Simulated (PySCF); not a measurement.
## Electronic structure of C$_{8}$H$_{8}$BN (SMILES C1=CB2C=CC=CN2C=C1) in real space

The calculation's input:

```
{"job": {"kind": "uv", "xc": "PBE0", "basis": "def2-SVPD", "dynamic": true, "nstates": 6, "ntriplets": 0}, "charge": 0, "multiplicity": 1}
C      2.332055     0.957004    -0.130466
C      1.111899     1.529939     0.104153
B     -0.138227     0.660138     0.087469
C     -1.586523     1.070652     0.318468
C     -2.570959     0.122329     0.259509
C     -2.258288    -1.242955    -0.015608
C     -0.975739    -1.647711    -0.227810
N      0.083121    -0.771415    -0.189190
C      1.352300    -1.250886    -0.413047
C      2.447122    -0.441813    -0.389962
H      3.252336     1.551277    -0.126271
H      1.067051     2.606111     0.298924
H     -1.868567     2.106542     0.531792
H     -3.623254     0.380947     0.420395
H     -3.051402    -1.991553    -0.060986
H     -0.728216    -2.691310    -0.439249
H      1.432422    -2.322947    -0.611346
H      3.425233    -0.889179    -0.576095
```

Command:

```sh
OMP_NUM_THREADS=1 python probes_run.py task.json out
```

Geometry: PBE0-D3(BJ)/def2-SVP.

The calculation used PySCF, PBE0/def2-SVPD, SCF density, gas phase.

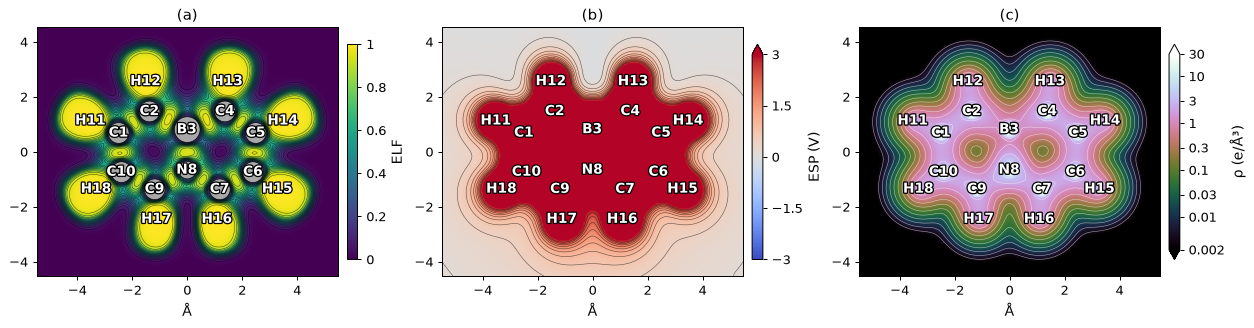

Figure 1. (a) ELF; (b) electrostatic potential; (c) electron density on the molecular plane. Grey discs cover the atomic cores in the ELF map.

> Interpret the plot.

- The section cuts through C, B, N and H sites.
- C–C (1.36 Å): ρ at the midpoint is about 2.2 e/Å³; the ELF peaks at about 0.95 between the atoms, as expected for a covalent bond.
- C–N (1.37 Å): the density is about 2.3 e/Å³ at the midpoint; the ELF peaks at about 0.95 between the atoms: a covalent bond.
- B–N (1.47 Å): ρ at the midpoint is about 1.7 e/Å³; the ELF peaks at about 0.95 between the atoms; a polar covalent bond.
- C–B (1.52 Å): ρ is about 1.5 e/Å³ halfway; the ELF peaks at about 0.95 between the atoms (a covalent bond).
- C–H (1.09 Å): the density is about 2 e/Å³ at the midpoint; the ELF climbs to about 1 towards the hydrogen, as it does in any bond to H: an ordinary covalent bond to hydrogen.
- The potential has no marked negative region in this plane.

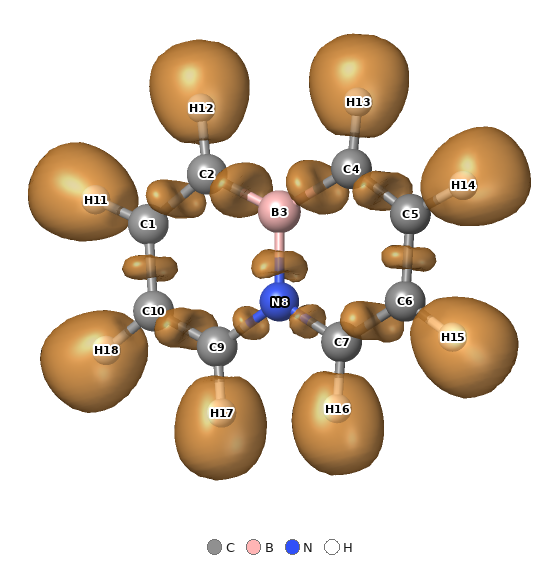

Figure 2. Isosurface of the electron localisation function at 0.85 (orange), seen at a tilt. Only the valence region is drawn (cores and ρ < 0.01 e/Å³ removed).

> Where are the electrons localised?

The surface consists of two regions between bonded B–C atoms (shared pairs), one region between bonded B–N atoms (shared pairs), six regions between bonded C–C atoms (shared pairs), two regions between bonded C–N atoms (shared pairs) and eight regions around hydrogen nuclei.

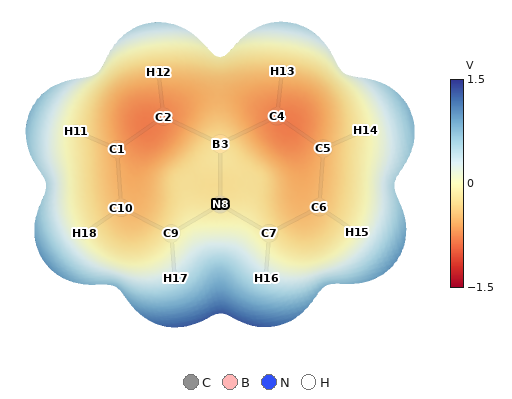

Figure 3. The molecular electrostatic potential painted on the density surface at 0.002 e/bohr³, seen across its widest extent; the colour scale runs from red (negative) to blue (positive).

> Describe the electrostatic potential map.

The most negative region (about −0.8 V) lies over the π face of C1, C2, C4 and C5, the most positive (about +1.3 V) over H16 and H17.

> How polar is the molecule by this calculation?

Its dipole moment is 1.67 D.
